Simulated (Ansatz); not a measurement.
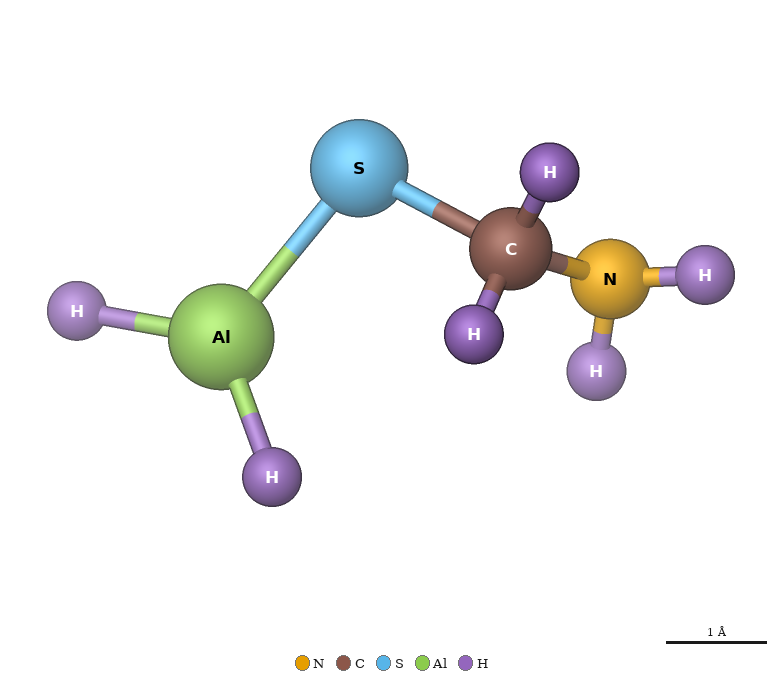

Atoms fade into the background with distance from the viewer. The geometry was computed by an optimisation with PBE-D4/def2-SVP. No frequency run is at hand to confirm it as a minimum. Masses are those of the most abundant isotopes; constants are for the rigid equilibrium geometry.

**What kind of rotor is it, and what are its rotational constants in GHz?**

An asymmetric top (C1): A = 8.56, B = 2.39, C = 2.05 GHz. Ray's parameter κ is −0.89, close to the prolate limit.
